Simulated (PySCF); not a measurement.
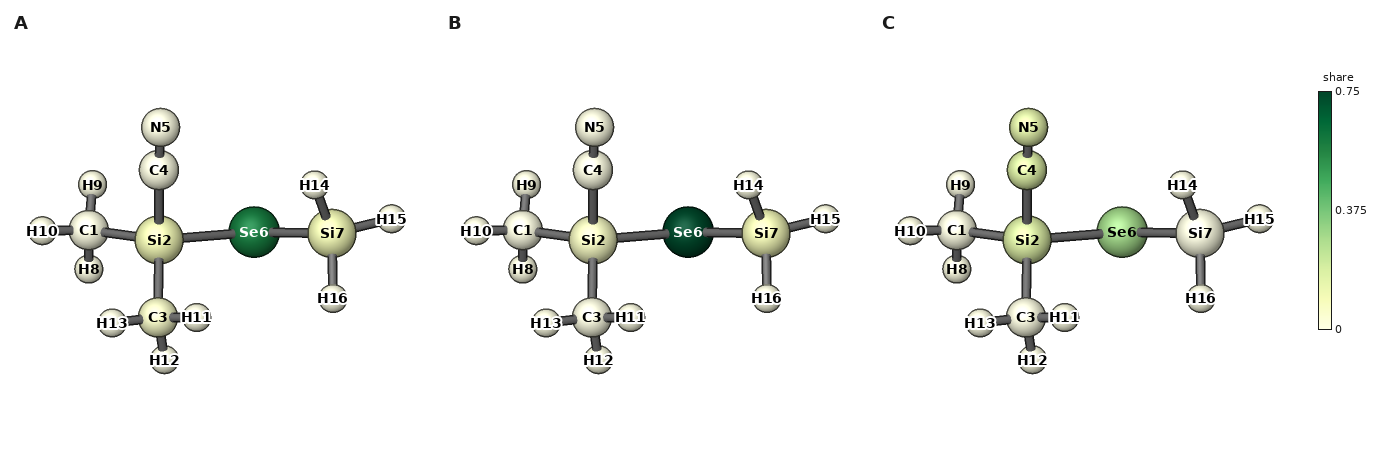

Each panel colours the atoms by their Löwdin share in one orbital (up to four of the largest shares; other atoms are shown as zero). The computed structure is the end point of a GFN2-xTB optimisation. No frequency run is at hand to confirm it as a minimum. Computed with CAM-B3LYP/def2-SVPD (PySCF 2.14.0).

Question: The panels show the HOMO−1, HOMO, LUMO, in some order. Which is which?

Answer: A: HOMO−1, −9.72 eV; Se6 0.59, Si7 0.10, Si2 0.10, C3 0.06
B: HOMO, −8.33 eV; Se6 0.74, Si7 0.09, Si2 0.07
C: LUMO, 0.26 eV; Se6 0.30, Si2 0.16, C4 0.16, N5 0.14

The geometry is semi-empirical. Around Se, Si such bond lengths and angles can be off by a tenth of an ångström or more and by several degrees, and values that hang on the shape move with them.
